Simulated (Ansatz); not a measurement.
CH6InNO (SMILES [CH3][In]([NH2])[OH])

```yaml
atoms:
  - { symbol: C, position_ang: [-0.8558, -2.7299, -0.6789] }
  - { symbol: In, position_ang: [-1.1261, -1.1203, -2.1057] }
  - { symbol: N, position_ang: [-2.2732, -1.0896, -3.7900] }
  - { symbol: O, position_ang: [-0.0657, 0.6008, -2.0828] }
  - { symbol: H, position_ang: [0.1759, -3.1047, -0.7447] }
  - { symbol: H, position_ang: [-1.5557, -3.5472, -0.9005] }
  - { symbol: H, position_ang: [-1.0388, -2.3554, 0.3382] }
  - { symbol: H, position_ang: [-3.1299, -1.6366, -3.8274] }
  - { symbol: H, position_ang: [-2.4332, -0.1788, -4.2156] }
  - { symbol: H, position_ang: [0.5708, 0.6467, -1.3573] }
```

Geometry: B3LYP-D3(BJ)/def2-SVP; core potentials replace the inner electrons of In.

The calculation used isolated molecule in a Gaussian basis; Kohn-Sham density functional theory, functional PBE0 (Ansatz 0.2.0).

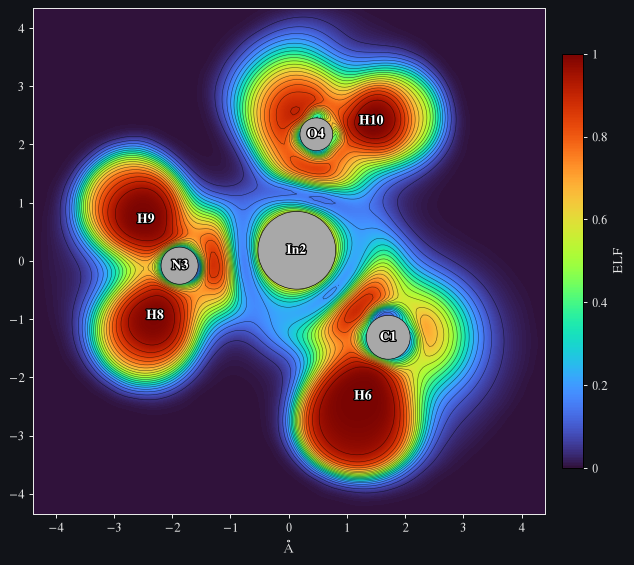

Figure 1. ELF on the plane of atoms In2, O4 and H10. Grey discs cover the atomic cores.

> Describe what can be read from this map.

- The plane passes through C, In, N, O and H nuclei.
- In–O (2.02 Å): the ELF peaks at about 0.85 in the valence shell of O, 0.6 Å from its nucleus, and drops to about 0.15 between the two atoms.
- In–N (2.04 Å): the ELF peaks at about 0.85 in the valence shell of N, 0.6 Å from its nucleus, and drops to about 0.15 between the two atoms.
- C–In (2.17 Å): the ELF peaks at about 0.90 in the valence shell of C, 0.7 Å from its nucleus, and drops to about 0.20 between the two atoms.
- O–H (0.97 Å): the ELF climbs to about 1 towards the hydrogen, as it does in any bond to H: an ordinary covalent bond to hydrogen.
- N–H (1.02 Å): the ELF climbs to about 1 towards the hydrogen (a covalent bond by its length).
- The ELF also peaks beside O4, away from the bonds: lone-pair regions.

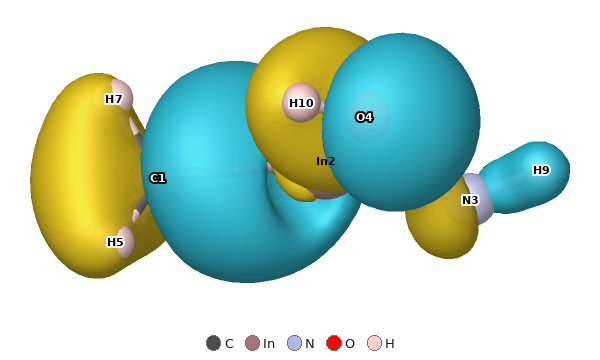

Figure 2. The HOMO−1 at ±0.08 Å⁻³ᐟ² (yellow and cyan are the two phases), seen from one side.

> Describe this orbital and give its energy.

It lies mainly on O4 (about 40 %), C1 (about 25 %) and In2 (about 20 %). Its energy is −7.95 eV.

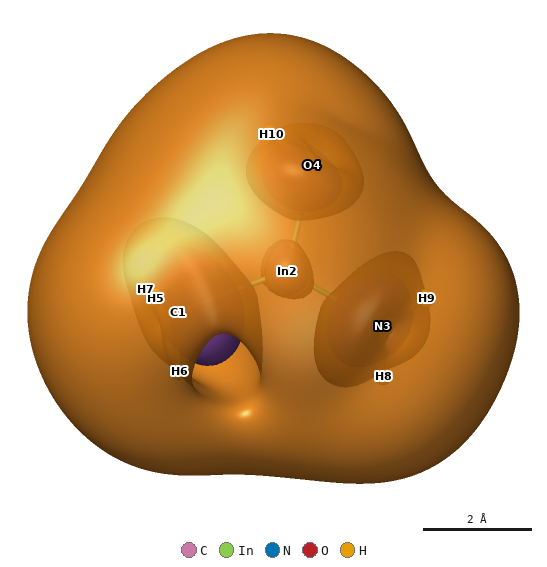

Figure 3. The LUMO at ±0.03 Å⁻³ᐟ² (orange and purple are the two phases), seen across its widest extent.

> What is the character of this orbital?

Its weight (Hirshfeld) is mainly on In2 (about 50 %), C1 (about 10 %), N3 (about 10 %) and O4 (about 5 %). Its energy is −1.07 eV.
